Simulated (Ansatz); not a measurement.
**CH$_{6}$BNSi: geometry relaxation (part 2 of 2)**

CH$_{6}$BNSi, SMILES NB1C[SiH2]1; RKS PBE-D4/def2-SVP (Ansatz 0.2.0). It belongs to a series of runs on one base structure; here: end point B relaxed.

Geometry of the input (Å):
```
N  -1.6073  0.2835  -1.1200
B  -0.4414  -0.0778  -0.3200
C  0.7311  0.3480  0.6008
Si 0.8775  -1.4751  0.5369
H  -1.3259  1.0146  -1.8582
H  -2.2962  0.8519  -0.4828
H  1.5584  0.8860  0.1202
H  0.4178  0.6706  1.6488
H  1.6396  -2.0313  -0.6795
H  0.1012  -2.2833  1.3856
```

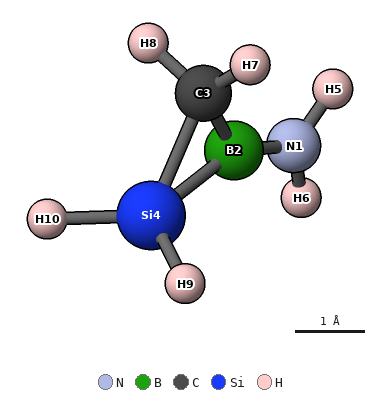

The geometry at step 12 of the log (ball-and-stick view, seen at a tilt; atoms are numbered from 1 in the order of the input).

Trajectory as extended XYZ, continued
```
10
Properties=species:S:1:pos:R:3:forces:R:3 step=5 energy=-11164.05090
N    -1.5544    0.4452   -1.2359    0.1369   1.4752   1.2941
B    -0.5106   -0.1234   -0.3858   -0.4617   0.1258  -0.2453
C     0.7006    0.3212    0.4911    0.3919   0.1515  -0.5043
Si    0.6112   -1.6059    0.3500   -0.3178   0.1096   0.3161
H    -1.2532    1.4405   -1.4949   -0.4931  -1.0898   0.4650
H    -2.4066    0.6011   -0.6023    0.8112  -0.6435  -1.2448
H     1.5387    0.9143    0.0640    0.0505  -0.0733   0.1214
H     0.3923    0.7623    1.4657   -0.0857  -0.0874  -0.0700
H     1.7446   -2.1885   -0.4445   -0.0722  -0.0152  -0.1187
H     0.3923   -2.3797    1.6244    0.0400   0.0470  -0.0135
10
Properties=species:S:1:pos:R:3:forces:R:3 step=6 energy=-11164.26129
N    -1.5296    0.4624   -1.2575    0.1544   1.4564   1.8758
B    -0.5157   -0.0705   -0.3521   -0.4126  -0.0802  -0.5255
C     0.7456    0.3328    0.4799    0.1082   0.1430  -0.3659
Si    0.5718   -1.5898    0.3675   -0.2234   0.0917   0.2892
H    -1.3049    1.4957   -1.4125   -0.4743  -1.1234   0.1641
H    -2.4628    0.4609   -0.7334    0.9857  -0.4566  -1.2225
H     1.6064    0.8975    0.0682    0.0493  -0.0183   0.0555
H     0.4633    0.7458    1.4761   -0.0839  -0.0580  -0.1012
H     1.6833   -2.1803   -0.4536   -0.1385  -0.0681  -0.1538
H     0.3973   -2.3673    1.6491    0.0350   0.1134  -0.0157
10
Properties=species:S:1:pos:R:3:forces:R:3 step=7 energy=-11164.52785
N    -1.4870    0.5102   -1.2377   -0.4398   0.6710   2.0299
B    -0.5002   -0.0487   -0.3385   -0.4833   0.0918  -0.6571
C     0.7782    0.3407    0.4675    0.0708   0.0205  -0.2781
Si    0.5462   -1.5838    0.3826   -0.0243   0.0721   0.3555
H    -1.3622    1.5552   -1.3095   -0.3035  -0.8612  -0.0203
H    -2.4784    0.3217   -0.8756    1.3757  -0.0536  -1.1415
H     1.6491    0.8992    0.0724    0.0445  -0.0404   0.0113
H     0.4844    0.7482    1.4614   -0.0553  -0.0494  -0.0307
H     1.6092   -2.2109   -0.4828   -0.1875  -0.0417  -0.0792
H     0.4154   -2.3447    1.6920    0.0027   0.1909  -0.1898
10
Properties=species:S:1:pos:R:3:forces:R:3 step=8 energy=-11164.80211
N    -1.4561    0.5469   -1.1542   -1.4614   0.8094   0.8755
B    -0.4736   -0.0282   -0.3281   -0.0740  -0.1710  -0.0582
C     0.8334    0.3363    0.4450   -0.1949   0.0196  -0.1271
Si    0.5367   -1.5792    0.4135    0.1375   0.2089  -0.0270
H    -1.4644    1.5937   -1.2330    0.1755  -0.8148  -0.0248
H    -2.4682    0.2382   -1.0571    1.4907  -0.0509  -0.5477
H     1.6825    0.9403    0.0733    0.1133  -0.1533   0.0036
H     0.5061    0.7071    1.4412   -0.0112   0.0672   0.0677
H     1.5351   -2.2446   -0.4989   -0.1749  -0.1024  -0.0225
H     0.4233   -2.3233    1.7300   -0.0007   0.1874  -0.1396
10
Properties=species:S:1:pos:R:3:forces:R:3 step=9 energy=-11164.92759
N    -1.4726    0.5845   -1.0919   -1.1350   0.0634   0.5240
B    -0.4469    0.0246   -0.3277    0.1592  -0.2425  -0.2398
C     0.8636    0.3463    0.4631   -0.0274   0.1048  -0.1019
Si    0.5252   -1.5556    0.3953   -0.1010   0.2647   0.1205
H    -1.5823    1.6087   -1.2222    0.1974  -0.5024   0.0161
H    -2.4034    0.0986   -1.1221    1.0420   0.3795  -0.2866
H     1.8191    0.8284    0.1673   -0.2421   0.0270  -0.0775
H     0.4650    0.7884    1.4081    0.2223  -0.1023   0.0940
H     1.4563   -2.2608   -0.5517   -0.0249   0.0128  -0.0007
H     0.4307   -2.2761    1.7138   -0.0905  -0.0050  -0.0481
10
Properties=species:S:1:pos:R:3:forces:R:3 step=10 energy=-11164.99289
N    -1.4923    0.6041   -1.0162   -1.5142  -0.7883  -0.3017
B    -0.4578    0.0167   -0.2993    0.0009  -0.1045   0.0132
C     0.8705    0.3588    0.4504   -0.1448   0.2362   0.4469
Si    0.5248   -1.5429    0.4231    0.0915   0.1244  -0.3067
H    -1.5925    1.6224   -1.1533    0.0610  -0.3662  -0.0475
H    -2.3585    0.0374   -1.3004    1.5445   1.0845   0.4173
H     1.7677    0.8908    0.0630   -0.1900  -0.1568   0.0502
H     0.5828    0.7348    1.4707    0.1937  -0.0176  -0.2889
H     1.4346   -2.2595   -0.5356   -0.0425  -0.1043   0.0357
H     0.3754   -2.2755    1.7296   -0.0002   0.0925  -0.0185
10
Properties=species:S:1:pos:R:3:forces:R:3 step=11 energy=-11165.03158
N    -1.5108    0.5848   -0.9805    0.1221   0.2438  -0.0092
B    -0.4852   -0.0067   -0.2848    0.5545  -0.1626   0.4723
C     0.8363    0.3594    0.4720    0.0435   0.2118   0.1074
Si    0.5625   -1.5515    0.3372   -0.1853   0.0977   0.3753
H    -1.5553    1.5840   -1.1633   -0.0723   0.3017   0.0012
H    -2.3041    0.0636   -1.3140   -0.5030  -0.3170  -0.3733
H     1.6838    0.9522    0.0681   -0.1290  -0.0866  -0.0471
H     0.6481    0.6380    1.5422    0.0629  -0.0829  -0.3331
H     1.4358   -2.3580   -0.5904   -0.0315  -0.0043   0.1752
H     0.3436   -2.0787    1.7453    0.1382  -0.2018  -0.3687
10
Properties=species:S:1:pos:R:3:forces:R:3 step=12 energy=-11165.08363
N    -1.5261    0.6022   -0.9814    0.3995  -0.0864   0.2540
B    -0.4921    0.0057   -0.2588   -0.2445   0.0915  -0.2064
C     0.8397    0.3739    0.4717   -0.0348   0.0762   0.2207
Si    0.5471   -1.5392    0.3826   -0.0161  -0.1332   0.1833
H    -1.5896    1.6132   -1.1310    0.0141  -0.0178  -0.0265
H    -2.2911    0.0719   -1.3932   -0.1047  -0.0608  -0.0432
H     1.6860    0.9291    0.0183   -0.0882  -0.0615  -0.0078
H     0.6594    0.7120    1.5201    0.0869  -0.0342  -0.1339
H     1.4315   -2.3523   -0.5219   -0.0079   0.0643  -0.0383
H     0.3901   -2.2293    1.7254   -0.0044   0.1619  -0.2018
10
Properties=species:S:1:pos:R:3:forces:R:3 step=13 energy=-11165.09210
N    -1.5200    0.5964   -0.9745   -0.0454  -0.0424  -0.0557
B    -0.4969    0.0037   -0.2518    0.0128  -0.0289   0.0317
C     0.8339    0.3734    0.4797   -0.0346   0.0341   0.1340
Si    0.5433   -1.5390    0.3839   -0.0031  -0.0514   0.0422
H    -1.5710    1.6048   -1.1463   -0.0120  -0.0161   0.0004
H    -2.2905    0.0636   -1.3856    0.0648   0.0616   0.0212
H     1.6729    0.9247    0.0132   -0.0230  -0.0328  -0.0254
H     0.6750    0.7075    1.5293    0.0410   0.0001  -0.0680
H     1.4293   -2.3316   -0.5367   -0.0097   0.0210  -0.0044
H     0.3788   -2.2166    1.7205    0.0093   0.0549  -0.0760
10
Properties=species:S:1:pos:R:3:forces:R:3 step=14 energy=-11165.09012 accepted=F
N    -1.5081    0.5929   -0.9814   -0.1558   0.0005  -0.0231
B    -0.5263    0.0059   -0.2040    0.2498  -0.1193  -0.0776
C     0.8225    0.3708    0.5018   -0.2091  -0.0122   0.0146
Si    0.5392   -1.5386    0.3811   -0.0757  -0.0540   0.1625
H    -1.5392    1.5975   -1.1723   -0.0345   0.0426   0.0045
H    -2.2824    0.0665   -1.3915    0.0554   0.0371  -0.0173
H     1.6323    0.9137   -0.0141    0.0801   0.0794  -0.0364
H     0.6981    0.7143    1.5486    0.0862  -0.0072   0.0439
H     1.4254   -2.3154   -0.5513   -0.0234   0.0150  -0.0274
H     0.3933   -2.2207    1.7149    0.0269   0.0181  -0.0437
10
Properties=species:S:1:pos:R:3:forces:R:3 step=15 energy=-11165.09535
N    -1.5141    0.5929   -0.9797   -0.0427   0.0205  -0.0201
B    -0.5089    0.0019   -0.2326    0.0688  -0.0327   0.0198
C     0.8259    0.3727    0.4925   -0.0563   0.0105   0.0395
Si    0.5389   -1.5394    0.3872   -0.0056  -0.0140  -0.0167
H    -1.5663    1.6021   -1.1448   -0.0028  -0.0047  -0.0079
H    -2.2769    0.0632   -1.4042    0.0048   0.0107  -0.0050
H     1.6525    0.9157   -0.0027    0.0028   0.0030  -0.0204
H     0.6968    0.7102    1.5418    0.0306   0.0117   0.0043
H     1.4201   -2.3205   -0.5464   -0.0004   0.0006   0.0019
H     0.3868   -2.2117    1.7208    0.0009  -0.0058   0.0046
10
Properties=species:S:1:pos:R:3:forces:R:3 step=16 energy=-11165.09082 accepted=F
N    -1.5116    0.5935   -0.9800   -0.0071  -0.0704  -0.0261
B    -0.5310   -0.0169   -0.2100   -0.1229   0.0794   0.0712
C     0.7963    0.3724    0.5165    0.0712   0.0152   0.0534
Si    0.5332   -1.5498    0.3966    0.0385   0.0421  -0.0296
H    -1.5350    1.6043   -1.1409   -0.0123   0.0102   0.0269
H    -2.2645    0.0870   -1.4512    0.0662  -0.0049   0.0314
H     1.5781    0.9116   -0.0549    0.0378  -0.0296   0.0517
H     0.7539    0.7272    1.5706   -0.0520  -0.0477  -0.1624
H     1.4260   -2.3086   -0.5434    0.0095  -0.0233  -0.0045
H     0.4093   -2.2337    1.7284   -0.0289   0.0289  -0.0121
10
Properties=species:S:1:pos:R:3:forces:R:3 step=17 energy=-11165.09639
N    -1.5156    0.5924   -0.9770   -0.0116  -0.0046  -0.0157
B    -0.5181   -0.0022   -0.2201    0.0097   0.0022  -0.0087
C     0.8161    0.3740    0.5023    0.0033   0.0082   0.0244
Si    0.5371   -1.5415    0.3886   -0.0030  -0.0006  -0.0105
H    -1.5619    1.6021   -1.1406   -0.0034   0.0006   0.0006
H    -2.2665    0.0665   -1.4272    0.0114   0.0043   0.0167
H     1.6312    0.9102   -0.0214   -0.0117  -0.0031   0.0015
H     0.7218    0.7183    1.5529    0.0067  -0.0034  -0.0155
H     1.4214   -2.3166   -0.5472    0.0011  -0.0010   0.0048
H     0.3892   -2.2162    1.7215   -0.0026  -0.0026   0.0024
10
Properties=species:S:1:pos:R:3:forces:R:3 step=18 energy=-11165.09645
N    -1.5131    0.5922   -0.9811   -0.0020   0.0026   0.0127
B    -0.5159   -0.0013   -0.2223   -0.0097   0.0044  -0.0018
C     0.8164    0.3743    0.5038    0.0048   0.0000  -0.0039
Si    0.5369   -1.5415    0.3874    0.0015  -0.0021  -0.0068
H    -1.5641    1.6023   -1.1408   -0.0021  -0.0012   0.0007
H    -2.2688    0.0659   -1.4221    0.0095  -0.0033  -0.0031
H     1.6295    0.9112   -0.0216    0.0028  -0.0040   0.0002
H     0.7248    0.7185    1.5540   -0.0037   0.0025  -0.0017
H     1.4239   -2.3174   -0.5450    0.0023  -0.0002   0.0015
H     0.3853   -2.2171    1.7195   -0.0034   0.0013   0.0022
```

Key numbers

```json
{"quantity": "outcome", "value": "converged"}
{"quantity": "total energy", "value": "−11165.0965 eV"}
{"quantity": "mean-field energy", "value": "−11164.9178 eV"}
{"quantity": "largest force (length of the vector) at the end", "value": "0.013 eV/Å"}
{"quantity": "wall time", "value": "1.8 min"}
{"quantity": "peak memory", "value": "0.15 GiB"}
```
